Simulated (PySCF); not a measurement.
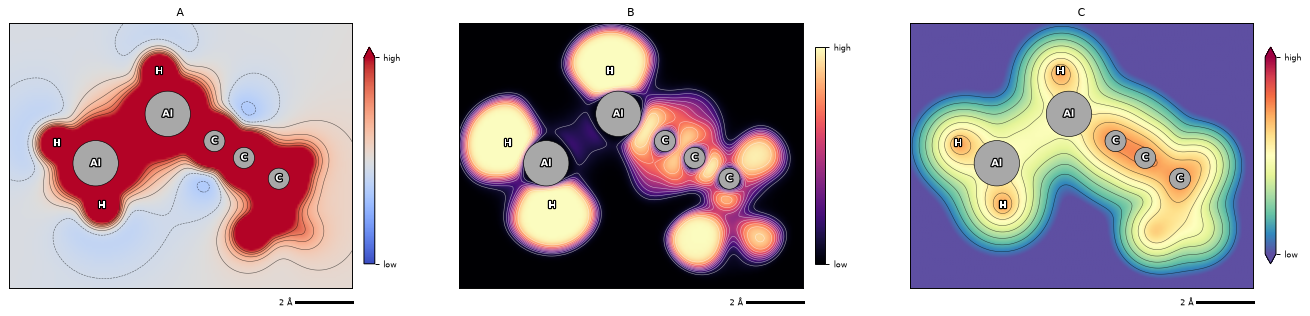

C4H8Al2Cl2: 3 fields on the plane of atoms C4, Al5 and H14, with unlabelled colour scales. Grey discs cover the atomic cores.

Geometry: GFN2-xTB.

Theory: CAM-B3LYP/def2-SVPD, SCF density, gas phase (PySCF).

Which field does each panel show? The fields are: electron density, electron localisation function and electrostatic potential.

Answer. Panel A: electrostatic potential (strongly positive close to the atoms, with negative regions outside electron-rich atoms). Panel B: electron localisation function. Panel C: electron density. From the grid: C–C (1.22 Å): the density is about 2.7 e/Å³ at the midpoint; the ELF peaks at about 0.85 between the atoms (a short, multiple covalent bond). C–Al (1.93 Å): the density is about 0.72 e/Å³ at the midpoint; the ELF peaks at about 0.95 between the atoms; a polar covalent bond.
